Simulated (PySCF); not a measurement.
C3H11ClSi3

```xyz
18

Cl    1.8234   -0.8176   -1.8444
C     1.7460    0.1101   -0.3022
Si    0.6645    1.6464   -0.6400
C    -1.1043    1.0538   -0.9738
Si   -1.8273   -0.0787    0.3730
C    -0.6648   -1.5637    0.6224
Si    1.1262   -1.1026    1.0355
H     2.7745    0.4051   -0.1017
H     0.7304    2.4987    0.5546
H     1.2192    2.3630   -1.7948
H    -1.1193    0.5229   -1.9256
H    -1.7505    1.9203   -1.1016
H    -3.1595   -0.5542   -0.0389
H    -1.9608    0.6676    1.6330
H    -0.6678   -2.1686   -0.2842
H    -1.0577   -2.2014    1.4121
H     2.0007   -2.2816    1.0356
H     1.2184   -0.4132    2.3294
```

Geometry: GFN2-xTB.

Method: PySCF 2.14.0, PBE0/pcSseg-1, SCF density, gas phase, non-relativistic.

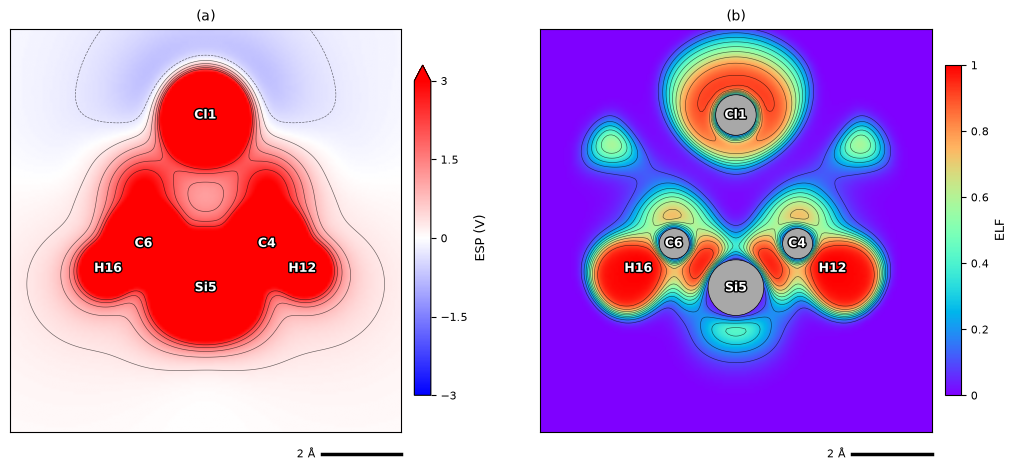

Figure 1. (a) molecular electrostatic potential; (b) electron localisation function on the plane of atoms C4, Si5 and C6. Grey discs cover the atomic cores in the ELF map.

> What does the map show?

Atoms in the plane: Cl, C, Si and H. C–Si (1.90 Å): the ELF peaks at about 0.95 between the atoms (a shared electron pair). C–H (1.09 Å): the ELF climbs to about 1 towards the hydrogen, as it does in any bond to H: an ordinary covalent bond to hydrogen. The ELF also peaks beside Cl1, away from the bonds: lone-pair regions. Outside the dense part of the molecule the potential is most negative (−0.7 V) near Cl1.

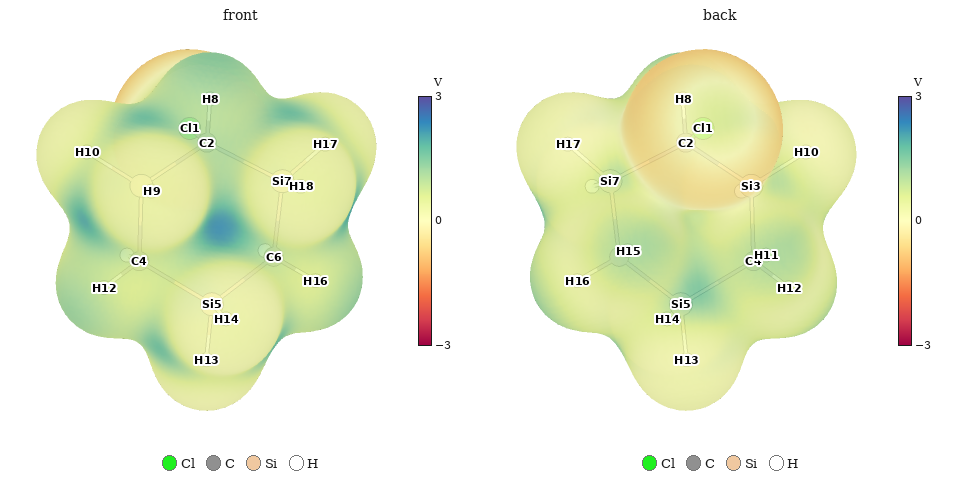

Figure 2. The electrostatic potential painted on the density surface at 0.004 e/bohr³, seen from the front and from behind; red is negative and blue positive.

> Describe the electrostatic potential map.

The most negative region (about −0.7 V, or −16 kcal/mol for a unit charge) lies over Cl1, the most positive (about +2.1 V, or +48 kcal/mol for a unit charge) over Si3, Si5 and Si7. Cl1 shows a σ-hole: about +0.5 V, or +12 kcal/mol for a unit charge at the tip opposite its bond, against about −0.3 V, or −7 kcal/mol for a unit charge on its flanks.

> What dipole moment does the calculation give?

Its dipole moment is 1.20 D.
